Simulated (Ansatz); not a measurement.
Geometry relaxation, with input and output: CH11NOSi2 (part 2 of 2)

CH11NOSi2; RKS revPBE/6-31G* (Ansatz 0.2.0). It belongs to a series of runs on one base structure; here: end point A relaxed.

Geometry of the input (Å):
```
Si -0.5883  0.3253  -1.3895
Si -0.0857  -1.8497  -1.0263
H  -1.2624  0.3477  -2.7467
H  -1.6074  0.8541  -0.4202
O  0.7565  1.3717  -1.5252
H  1.1529  -0.3530  0.8848
N  1.0214  0.5784  1.2859
C  -0.1035  0.6669  2.2171
H  -1.1383  -2.7136  -1.6734
H  1.2314  -2.1897  -1.6704
H  -0.0056  -2.2652  0.4166
H  0.7815  1.8188  -2.3920
H  1.0373  1.2874  0.5503
H  0.1379  0.1084  3.1406
H  -1.0828  0.2898  1.8445
H  -0.2448  1.7227  2.5039
```

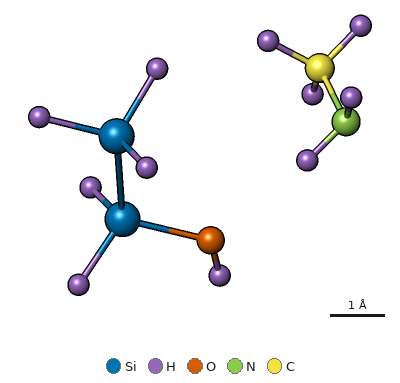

Figure 1. The geometry at step 20 of the log (ball-and-stick view, seen at a tilt).

## Trajectory as extended XYZ, continued
```
16
Properties=species:S:1:pos:R:3:forces:R:3 step=4 energy=-20502.84595
Si   -0.7477    0.2861   -1.6803    0.2850   0.0085   0.1026
Si   -0.1550   -1.9674   -1.2298   -0.0904   0.0519  -0.0327
H    -1.3551    0.3662   -3.0601    0.0208   0.0076  -0.0014
H    -1.7749    0.7763   -0.6972   -0.0587  -0.0208  -0.0400
O     0.6480    1.2731   -1.5946   -0.1842   0.0397  -0.2990
H     1.4638   -0.2259    1.3562   -0.0508   0.0275  -0.0054
N     1.2308    0.7330    1.6394    0.0573   0.2490  -0.1604
C    -0.0232    0.7552    2.4072   -0.0838  -0.0409   0.0172
H    -1.2030   -2.8597   -1.8377   -0.0019  -0.0435   0.0194
H     1.1696   -2.3097   -1.8533   -0.0144   0.0178  -0.0106
H    -0.0788   -2.2766    0.2404    0.0032   0.0186  -0.0309
H     0.7585    1.8321   -2.3940    0.0003  -0.0962   0.2345
H     1.1319    1.2813    0.7690    0.0304  -0.2285   0.2032
H     0.1301    0.2258    3.3660   -0.0109   0.0093  -0.0259
H    -0.9216    0.3061    1.9172    0.0794   0.0357   0.0306
H    -0.2731    1.8041    2.6517    0.0187  -0.0357  -0.0015
16
Properties=species:S:1:pos:R:3:forces:R:3 step=6 energy=-20502.88051
Si   -0.7803    0.2098   -1.7891    0.0791   0.2298   0.0776
Si   -0.2220   -2.0384   -1.3488    0.0312  -0.0466   0.0155
H    -1.2393    0.3530   -3.2230    0.0536  -0.0103   0.0366
H    -1.9284    0.6420   -0.9117   -0.0207  -0.0329  -0.0567
O     0.5819    1.2044   -1.4941   -0.0945   0.1254  -0.3973
H     1.5657   -0.1445    1.5227   -0.0007   0.0286   0.0092
N     1.3146    0.8261    1.7506    0.0234  -0.0379   0.1005
C     0.0323    0.8321    2.4797    0.0376  -0.0065  -0.0298
H    -1.2819   -2.9539   -1.9041    0.0091   0.0444   0.0067
H     1.0888   -2.3826   -1.9986   -0.0104  -0.0184  -0.0071
H    -0.1069   -2.3078    0.1259    0.0111   0.0053  -0.0168
H     0.6955    1.9164   -2.1660   -0.0696  -0.2890   0.3115
H     1.1974    1.2927    0.8438   -0.0323  -0.0120  -0.0498
H     0.1608    0.3140    3.4472    0.0121  -0.0022  -0.0119
H    -0.8325    0.3607    1.9592   -0.0217   0.0023   0.0121
H    -0.2457    1.8761    2.7063   -0.0072   0.0201  -0.0002
16
Properties=species:S:1:pos:R:3:forces:R:3 step=9 energy=-20502.90474
Si   -0.7756    0.2049   -1.8348    0.0207  -0.0178   0.0106
Si   -0.2224   -2.0376   -1.3536    0.0043   0.0122   0.0134
H    -1.1918    0.3224   -3.2798    0.0004  -0.0102  -0.0254
H    -1.9559    0.6528   -1.0093   -0.0080  -0.0010  -0.0095
O     0.6060    1.1553   -1.5388   -0.0330   0.0658  -0.0832
H     1.6037   -0.1458    1.5890   -0.0050  -0.0133   0.0057
N     1.3230    0.8278    1.7585   -0.0031   0.0188  -0.0010
C     0.0439    0.8394    2.4916    0.0326   0.0157   0.0182
H    -1.3123   -2.9339   -1.8743   -0.0092   0.0036   0.0001
H     1.0659   -2.4172   -2.0269   -0.0073  -0.0050  -0.0076
H    -0.0820   -2.2863    0.1216    0.0061   0.0064  -0.0044
H     0.5938    2.0068   -2.0219    0.0122  -0.0471   0.0855
H     1.1821    1.2298    0.8227    0.0083  -0.0235  -0.0001
H     0.1849    0.3487    3.4710    0.0018   0.0059   0.0079
H    -0.8214    0.3452    1.9929   -0.0034  -0.0050  -0.0099
H    -0.2421    1.8877    2.6923   -0.0176  -0.0054  -0.0004
16
Properties=species:S:1:pos:R:3:forces:R:3 step=12 energy=-20502.91310 accepted=F
Si   -0.8125    0.1830   -1.9871    0.1782   0.1169  -0.0565
Si   -0.2295   -2.0281   -1.4166   -0.1830  -0.0497   0.0439
H    -1.0310    0.2763   -3.4839   -0.0089   0.0145   0.1015
H    -2.1052    0.6207   -1.3277    0.0843  -0.0955  -0.0451
O     0.5036    1.1455   -1.4855   -0.0697   0.1074  -0.0431
H     1.7313   -0.1400    1.8092   -0.0893   0.2263  -0.0176
N     1.3759    0.8310    1.8046    0.0724  -0.1836  -0.1420
C     0.0993    0.8673    2.5415   -0.0784   0.0275   0.0819
H    -1.3990   -2.8865   -1.8254    0.0604  -0.0485   0.0244
H     1.0013   -2.5362   -2.1182   -0.0483   0.0926   0.0012
H    -0.0353   -2.1742    0.0677    0.0032  -0.0127  -0.0365
H     0.4185    2.1006   -1.6874   -0.0231  -0.1235   0.0069
H     1.2007    1.0450    0.8087    0.0130  -0.0480   0.1918
H     0.2754    0.5395    3.5878   -0.0372   0.0666  -0.1725
H    -0.7303    0.2398    2.1276    0.0897   0.0776   0.0709
H    -0.2632    1.9162    2.5849    0.0366  -0.1680  -0.0091
16
Properties=species:S:1:pos:R:3:forces:R:3 step=14 energy=-20502.92611
Si   -0.8042    0.1862   -1.9818    0.0466   0.0579  -0.0447
Si   -0.2524   -2.0328   -1.4148   -0.0323  -0.0059   0.0206
H    -1.0244    0.2930   -3.4728    0.0037  -0.0028   0.0231
H    -2.0991    0.6055   -1.3288    0.0047  -0.0241   0.0038
O     0.4999    1.1595   -1.4794   -0.0126  -0.0788   0.0143
H     1.7236   -0.1508    1.8120   -0.0080   0.0359   0.0085
N     1.3822    0.8197    1.8089    0.0178  -0.0398  -0.0288
C     0.1042    0.8706    2.5423   -0.0455   0.0190   0.0336
H    -1.3835   -2.9295   -1.8391    0.0029  -0.0004  -0.0019
H     0.9976   -2.4881   -2.1122    0.0013   0.0165  -0.0039
H    -0.0608   -2.1891    0.0668   -0.0002  -0.0084   0.0013
H     0.4136    2.1031   -1.7143   -0.0210   0.0442  -0.0150
H     1.2105    1.0347    0.8168   -0.0089   0.0085   0.0387
H     0.2759    0.5656    3.5927   -0.0113   0.0281  -0.0746
H    -0.7224    0.2363    2.1403    0.0336   0.0265   0.0327
H    -0.2607    1.9161    2.5635    0.0291  -0.0764  -0.0077
16
Properties=species:S:1:pos:R:3:forces:R:3 step=17 energy=-20502.93002
Si   -0.8151    0.1806   -2.0225    0.0102   0.0112   0.0218
Si   -0.2896   -2.0430   -1.4495    0.0097  -0.0158   0.0033
H    -0.9478    0.3129   -3.5197    0.0040   0.0018  -0.0050
H    -2.1512    0.5698   -1.4371    0.0080   0.0027  -0.0049
O     0.4481    1.1512   -1.4217   -0.0286   0.0309  -0.0216
H     1.7977   -0.1133    1.8959   -0.0059   0.0363  -0.0095
N     1.4121    0.8377    1.8225   -0.0084  -0.0366  -0.0350
C     0.1392    0.8872    2.5643   -0.0370   0.0106   0.0433
H    -1.3938   -2.9421   -1.9365    0.0078   0.0085  -0.0005
H     0.9961   -2.4817   -2.0928   -0.0126   0.0046   0.0090
H    -0.1657   -2.2143    0.0385   -0.0073   0.0004  -0.0148
H     0.3525    2.1039   -1.6232    0.0032  -0.0486   0.0112
H     1.2173    0.9724    0.8205    0.0143  -0.0043   0.0345
H     0.3383    0.7095    3.6387   -0.0222   0.0122  -0.0651
H    -0.6512    0.1642    2.2455    0.0524   0.0493   0.0235
H    -0.2868    1.9052    2.4772    0.0124  -0.0630   0.0098
16
Properties=species:S:1:pos:R:3:forces:R:3 step=20 energy=-20502.93258
Si   -0.8282    0.1645   -2.0629    0.0392   0.0303  -0.0211
Si   -0.3510   -2.0701   -1.4910   -0.0097  -0.0164   0.0310
H    -0.8492    0.3163   -3.5670   -0.0038   0.0058   0.0452
H    -2.2012    0.5543   -1.5685    0.0203  -0.0037  -0.0124
O     0.3939    1.1222   -1.3603   -0.0556  -0.0624  -0.0268
H     1.9154    0.0072    1.9444   -0.0501   0.0907  -0.0209
N     1.4422    0.9153    1.8298   -0.0153  -0.0663  -0.0146
C     0.1887    0.8960    2.6076   -0.0579   0.0043  -0.0028
H    -1.3958   -2.9586   -2.1161    0.0426   0.0234   0.0240
H     1.0009   -2.4844   -2.0054   -0.0420   0.0028   0.0193
H    -0.3877   -2.2694    0.0009    0.0035  -0.0094  -0.0604
H     0.3105    2.0768   -1.5504    0.0021   0.0293  -0.0013
H     1.2082    0.9761    0.8285    0.0212  -0.0172   0.0569
H     0.4287    0.8162    3.6851   -0.0163   0.0092  -0.0598
H    -0.5352    0.0788    2.3642    0.0667   0.0692   0.0207
H    -0.3402    1.8589    2.4613    0.0551  -0.0896   0.0230
16
Properties=species:S:1:pos:R:3:forces:R:3 step=23 energy=-20502.93488
Si   -0.8250    0.1618   -2.0922    0.0040   0.0084   0.0080
Si   -0.3805   -2.0726   -1.4940    0.0077   0.0076   0.0039
H    -0.8020    0.3127   -3.5933    0.0035  -0.0003  -0.0072
H    -2.2094    0.5619   -1.6425    0.0050  -0.0030  -0.0014
O     0.3791    1.1122   -1.3551   -0.0139   0.0166  -0.0124
H     1.9672    0.0886    1.9467   -0.0157   0.0380  -0.0094
N     1.4405    0.9647    1.8293   -0.0181  -0.0459  -0.0089
C     0.2045    0.8799    2.6303    0.0585   0.0025  -0.0190
H    -1.4058   -2.9593   -2.1455   -0.0018  -0.0038  -0.0011
H     0.9823   -2.4995   -1.9616   -0.0092   0.0007   0.0046
H    -0.4639   -2.2675   -0.0066   -0.0010  -0.0039  -0.0028
H     0.3085    2.0688   -1.5456    0.0029  -0.0222   0.0066
H     1.1854    0.9939    0.8325    0.0128   0.0013   0.0205
H     0.4694    0.8214    3.7003    0.0033  -0.0017   0.0328
H    -0.4737    0.0250    2.4063   -0.0139  -0.0250  -0.0108
H    -0.3764    1.8080    2.4911   -0.0239   0.0308  -0.0033
16
Properties=species:S:1:pos:R:3:forces:R:3 step=25 energy=-20502.93579
Si   -0.8216    0.1576   -2.1234   -0.0192  -0.0076   0.0046
Si   -0.4147   -2.0773   -1.4987    0.0216   0.0199   0.0049
H    -0.7410    0.3001   -3.6235    0.0019   0.0023  -0.0021
H    -2.2209    0.5641   -1.7268    0.0141   0.0015  -0.0062
O     0.3580    1.1053   -1.3458   -0.0023   0.0332  -0.0058
H     2.0220    0.1737    1.9452   -0.0422   0.0631  -0.0145
N     1.4417    1.0169    1.8315   -0.0544  -0.0751   0.0377
C     0.2256    0.8637    2.6567    0.0564   0.0194  -0.0403
H    -1.4185   -2.9618   -2.1847   -0.0071  -0.0061  -0.0057
H     0.9630   -2.5121   -1.9126   -0.0100  -0.0039   0.0052
H    -0.5552   -2.2652   -0.0148   -0.0006  -0.0028  -0.0014
H     0.2987    2.0623   -1.5387    0.0000  -0.0346   0.0056
H     1.1662    1.0222    0.8399    0.0139  -0.0028   0.0104
H     0.5147    0.8241    3.7221   -0.0069   0.0037   0.0086
H    -0.4065   -0.0317    2.4479    0.0187   0.0213  -0.0055
H    -0.4115    1.7581    2.5256    0.0162  -0.0316   0.0044
16
Properties=species:S:1:pos:R:3:forces:R:3 step=28 energy=-20502.93637 accepted=F
Si   -0.8102    0.1566   -2.1766   -0.0183   0.0102   0.0240
Si   -0.4577   -2.0669   -1.4814    0.0030  -0.0154  -0.0358
H    -0.6464    0.2804   -3.6734    0.0022  -0.0194   0.0307
H    -2.2258    0.5790   -1.8629    0.0125   0.0007  -0.0103
O     0.3304    1.1072   -1.3462    0.0009  -0.0046  -0.0051
H     2.0871    0.2999    1.9250   -0.0447   0.0460  -0.0154
N     1.4260    1.0829    1.8260   -0.0816  -0.0658   0.0857
C     0.2558    0.8214    2.6919    0.0164   0.0217  -0.0614
H    -1.4447   -2.9498   -2.1958    0.0051  -0.0034   0.0065
H     0.9283   -2.5301   -1.8307   -0.0037  -0.0024   0.0061
H    -0.6621   -2.2325   -0.0016   -0.0036   0.0220  -0.0134
H     0.2847    2.0620   -1.5486    0.0009   0.0132  -0.0019
H     1.1196    1.0553    0.8443    0.0145  -0.0044   0.0016
H     0.5800    0.8143    3.7492   -0.0142   0.0089  -0.0374
H    -0.2967   -0.1318    2.5040    0.0441   0.0674   0.0094
H    -0.4683    1.6520    2.5768    0.0664  -0.0747   0.0167
16
Properties=species:S:1:pos:R:3:forces:R:3 step=31 energy=-20502.93734
Si   -0.8130    0.1578   -2.1745    0.0342   0.0108   0.0256
Si   -0.4560   -2.0639   -1.4789   -0.0231  -0.0180  -0.0167
H    -0.6431    0.2736   -3.6698   -0.0029  -0.0070   0.0050
H    -2.2272    0.5861   -1.8667   -0.0005  -0.0060  -0.0034
O     0.3291    1.1084   -1.3449   -0.0120  -0.0023  -0.0100
H     2.0849    0.3017    1.9191    0.0002   0.0071  -0.0023
N     1.4220    1.0817    1.8247    0.0046  -0.0086  -0.0052
C     0.2580    0.8167    2.6892   -0.0132   0.0026  -0.0058
H    -1.4407   -2.9464   -2.1969    0.0062  -0.0093   0.0077
H     0.9313   -2.5313   -1.8179   -0.0054   0.0102   0.0019
H    -0.6707   -2.2232    0.0000    0.0000   0.0098  -0.0100
H     0.2845    2.0627   -1.5502    0.0026   0.0130   0.0000
H     1.1175    1.0583    0.8424    0.0009   0.0006   0.0032
H     0.5815    0.8153    3.7456   -0.0003  -0.0010   0.0036
H    -0.2884   -0.1380    2.5046    0.0043   0.0035   0.0035
H    -0.4697    1.6405    2.5743    0.0044  -0.0054   0.0029
16
Properties=species:S:1:pos:R:3:forces:R:3 step=33 energy=-20502.93793
Si   -0.8040    0.1595   -2.1934    0.0119   0.0134   0.0081
Si   -0.4809   -2.0593   -1.4705    0.0070  -0.0032   0.0074
H    -0.5948    0.2571   -3.6854   -0.0006  -0.0003   0.0100
H    -2.2255    0.5940   -1.9287    0.0086  -0.0016  -0.0024
O     0.3178    1.1182   -1.3445   -0.0234  -0.0242  -0.0175
H     2.1120    0.3607    1.9030   -0.0333   0.0309  -0.0017
N     1.4112    1.1093    1.8200    0.0276  -0.0265  -0.0021
C     0.2735    0.7923    2.7016   -0.0346  -0.0040   0.0045
H    -1.4478   -2.9514   -2.2008    0.0045   0.0059   0.0029
H     0.9149   -2.5315   -1.7673   -0.0123   0.0036   0.0040
H    -0.7332   -2.1965    0.0049    0.0014   0.0010  -0.0138
H     0.2761    2.0709   -1.5584    0.0018   0.0056   0.0010
H     1.0947    1.0749    0.8419   -0.0019  -0.0032   0.0036
H     0.6120    0.8096    3.7533   -0.0022   0.0012  -0.0027
H    -0.2309   -0.1884    2.5292    0.0183   0.0228  -0.0035
H    -0.4949    1.5806    2.5954    0.0272  -0.0213   0.0022
16
Properties=species:S:1:pos:R:3:forces:R:3 step=36 energy=-20502.93832
Si   -0.7979    0.1591   -2.2159   -0.0041   0.0067  -0.0003
Si   -0.5058   -2.0514   -1.4582    0.0070  -0.0105   0.0037
H    -0.5478    0.2413   -3.7025   -0.0006  -0.0036   0.0101
H    -2.2234    0.6045   -1.9945    0.0081  -0.0021  -0.0020
O     0.3055    1.1185   -1.3461   -0.0080   0.0077  -0.0089
H     2.1373    0.4326    1.8883   -0.0278   0.0274  -0.0089
N     1.3985    1.1451    1.8172    0.0064  -0.0294   0.0089
C     0.2909    0.7654    2.7137   -0.0124  -0.0004  -0.0154
H    -1.4530   -2.9484   -2.2073    0.0013   0.0002   0.0006
H     0.8966   -2.5313   -1.7064   -0.0093   0.0021   0.0017
H    -0.8029   -2.1715    0.0101    0.0005   0.0036  -0.0100
H     0.2718    2.0705   -1.5652    0.0040  -0.0042   0.0048
H     1.0688    1.0956    0.8439    0.0110  -0.0034   0.0089
H     0.6426    0.7958    3.7609   -0.0039   0.0011  -0.0056
H    -0.1629   -0.2395    2.5415    0.0098   0.0252   0.0049
H    -0.5180    1.5135    2.6206    0.0180  -0.0204   0.0076
```

## Summary

```csv
quantity,value
outcome,converged
total energy,−20502.9384 eV
mean-field energy,−20502.9384 eV
largest force (length of the vector) at the end,0.040 eV/Å
hardware,"2 threads of Intel Xeon (Sapphire Rapids), 16 GiB of memory available, shared host"
wall time,67 s (CPU time 2.1 min)
peak memory,0.18 GiB
```
